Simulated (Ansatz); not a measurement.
# HF/STO-3G run of C2H4O2Si (SMILES C=C1O[SiH2]O1)

Aim: the vertical singlet–triplet gap of C2H4O2Si at HF/STO-3G, from 2 runs. 

The results are computed with Ansatz 0.2.0.

56 further runs of the same task are left out: 56 set aside as unsound or not needed. Runs told in other sessions of the task aren't counted.

**1. The molecule**

The species is C2H4O2Si (9 atoms), meant as a singlet with charge 0. As SMILES, `C=C1O[SiH2]O1`. Geometry: relaxed at PBE0-D4/def2-TZVP.

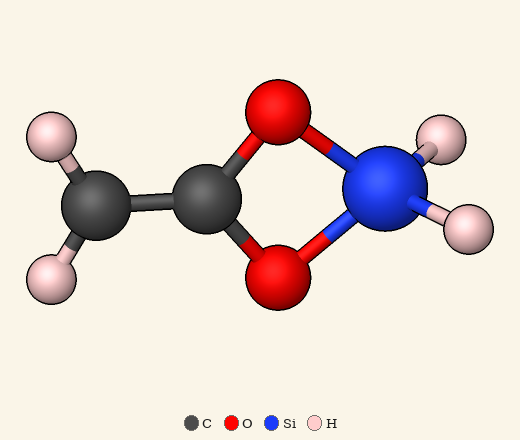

The structure, seen from a chosen angle (carbon dark grey, oxygen red, silicon blue, hydrogen pink).

**2. The energy at HF/STO-3G**

run.yaml reads:

```yaml
crystal:
  periodic: [false, false, false]
  atoms:
    - symbol: C
      position_ang: [0.527300, 1.358500, -1.129600]
    - symbol: C
      position_ang: [0.157300, 0.383100, -0.322900]
    - symbol: O
      position_ang: [-0.585200, 0.473600, 0.838200]
    - symbol: Si
      position_ang: [-0.440000, -1.190500, 0.978300]
    - symbol: O
      position_ang: [0.421700, -0.967300, -0.442100]
    - symbol: H
      position_ang: [0.243100, 2.374800, -0.904500]
    - symbol: H
      position_ang: [1.111300, 1.132600, -2.008400]
    - symbol: H
      position_ang: [-1.701100, -1.949600, 0.840800]
    - symbol: H
      position_ang: [0.354100, -1.661500, 2.132900]
basis:
  gaussian:
    orbitals: STO-3G
accuracy: high
output: {orbitals: {seedname: orbitals}}
hamiltonian:
  xc: hf
```

Started as:

```console
ansatz run run.yaml --threads 1 --pin off --max-ram 3480MiB --events-out events.jsonl --progress --plain --runs-dir runs
```

What it wrote:

```text
Warning: RAYON_NUM_THREADS=1 ignored (pool sized by the plan → 1); use --threads N
Functional definition: HF
  name "HF"
  exchange = exact_x
  correlation = 0
708 factors; integrals over basis functions are off by at most 2.7e-8 eV
mean field evaluation 1: about -13885.5008 eV, gradient 3.2e1 eV
mean field evaluation 2: about -13885.6593 eV, gradient 3.2e1 eV
mean field evaluation 4: about -13889.0928 eV, gradient 1.9e0 eV
mean field evaluation 8: about -13889.1146 eV, gradient 8.6e-2 eV
mean field -13889.11464396 eV, -510.4155487855 hartree, gradient 1.7e-8 eV, S^2 0.000000; 0 other end points of the search recorded, 0 dependent functions left out
reference -13889.11464396 eV, -510.4155487855 hartree; 23, 23 occupied and 10, 10 virtual orbitals, 708 factors
Total energy: -13889.11464396 eV, -510.4155487855 hartree
```

Run time: 0.36 s. Hardware: 1 thread of Arm Neoverse V1, shared host.

**3. The triplet, same level**

molecule.yaml reads:

```yaml
crystal:
  periodic: [false, false, false]
  atoms:
    - {symbol: C, position_ang: [0.527300, 1.358500, -1.129600]}
    - {symbol: C, position_ang: [0.157300, 0.383100, -0.322900]}
    - {symbol: O, position_ang: [-0.585200, 0.473600, 0.838200]}
    - {symbol: Si, position_ang: [-0.440000, -1.190500, 0.978300]}
    - {symbol: O, position_ang: [0.421700, -0.967300, -0.442100]}
    - {symbol: H, position_ang: [0.243100, 2.374800, -0.904500]}
    - {symbol: H, position_ang: [1.111300, 1.132600, -2.008400]}
    - {symbol: H, position_ang: [-1.701100, -1.949600, 0.840800]}
    - {symbol: H, position_ang: [0.354100, -1.661500, 2.132900]}
basis:
  gaussian:
    orbitals: STO-3G
magnetization:
  spin_polarized: true
  initial_magnetization: 2
hamiltonian:
  xc: hf
accuracy: high
output:
  orbitals: {seedname: orbitals}
```

Started as:

```console
ansatz run molecule.yaml --threads 1 --pin off --max-ram 3480MiB --events-out events.jsonl --progress --plain --runs-dir runs
```

What it wrote:

```text
Warning: RAYON_NUM_THREADS=1 ignored (pool sized by the plan → 1); use --threads N
[... 4 set-up lines as earlier in the session ...]
708 factors; integrals over basis functions are off by at most 2.7e-8 eV
mean field evaluation 1: about -13882.1174 eV, gradient 1.8e1 eV
mean field evaluation 2: about -13882.3285 eV, gradient 1.9e1 eV
mean field evaluation 4: about -13885.0918 eV, gradient 2.2e0 eV
mean field evaluation 8: about -13885.1958 eV, gradient 2.6e-4 eV
mean field evaluation 16: about -13880.2300 eV, gradient 1.3e1 eV
mean field -13885.19285750 eV, -510.2714257914 hartree, gradient 1.6e-8 eV, S^2 2.018310; 0 other end points of the search recorded, 0 dependent functions left out
reference -13885.19285750 eV, -510.2714257914 hartree; 24, 22 occupied and 9, 11 virtual orbitals, 708 factors
Total energy: -13885.19285750 eV, -510.2714257914 hartree
```

It took 0.5 s on 1 thread of Arm Neoverse V1, shared host; peak memory 0.092 GiB.

**4. What came out**

Level: HF/STO-3G.

| quantity | value |
| --- | --- |
| singlet: total energy | -510.41555 Eh |
| singlet: HOMO energy | -6.61 eV |
| singlet: LUMO energy | 9.78 eV |
| singlet: HOMO–LUMO gap | 16.39 eV |
| triplet: total energy | -510.27143 Eh |
| triplet: HOMO energy (highest over α and β) | -2.93 eV |
| triplet: LUMO energy (lowest over α and β) | 5.66 eV |
| triplet: ⟨S²⟩ | 2.018 |
| vertical energy of the triplet above the singlet | 3.922 eV |

In words: At this shape the triplet lies 3.92 eV (90 kcal/mol) above the singlet. In a minimal basis such a difference can be off by several eV, whatever the method.
